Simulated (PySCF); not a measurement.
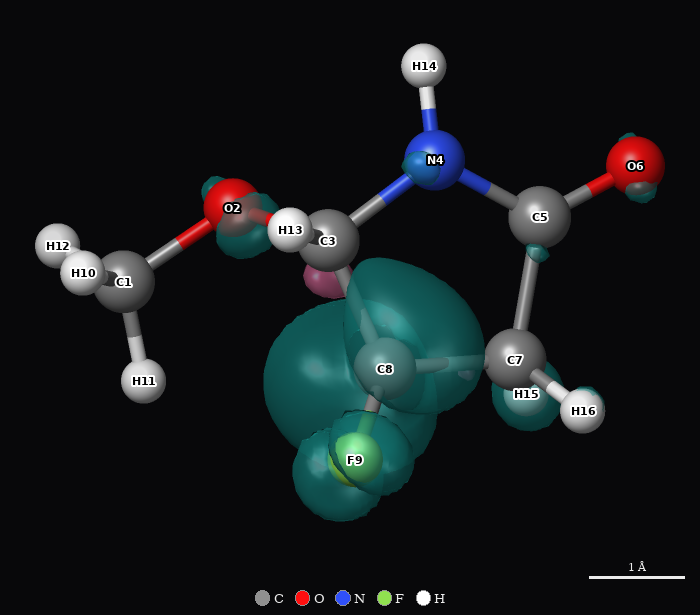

The picture shows: C5H7FNO2 (doublet). Isosurfaces of the spin density at +0.03 (teal) and −0.03 e/Å³ (pink), seen across its widest extent.

Geometry: GFN2-xTB.

Computed with UKS B3LYP, pcH-1 on C F H N O, non-relativistic, mean-field spin-orbit, GIAO in PySCF 2.14.0, density-fitted response routines.

```
atom    x (Å)    y (Å)    z (Å)
   C   2.3538  -0.7110   0.2104
   O   1.2562  -0.1678   0.9076
   C   0.3658   0.5531   0.0777
   N  -0.7098   1.0421   0.8924
   C  -1.9312   0.5084   0.6440
   O  -2.9363   0.7280   1.2646
   C  -1.8006  -0.3923  -0.5913
   C  -0.3711  -0.2719  -0.9404
   F  -0.0087  -0.1495  -2.2361
   H   2.9368   0.0769  -0.2806
   H   2.0253  -1.4332  -0.5444
   H   2.9669  -1.2109   0.9559
   H   0.9277   1.3761  -0.4106
   H  -0.5195   1.5460   1.7445
   H  -2.0998  -1.4053  -0.3027
   H  -2.4631  -0.0796  -1.4026
```

**Describe the spin distribution.**

The unpaired spin (1 electron) lies mostly on C8 (about 0.6) and F9 (about 0.1), in electrons by Hirshfeld's partition.
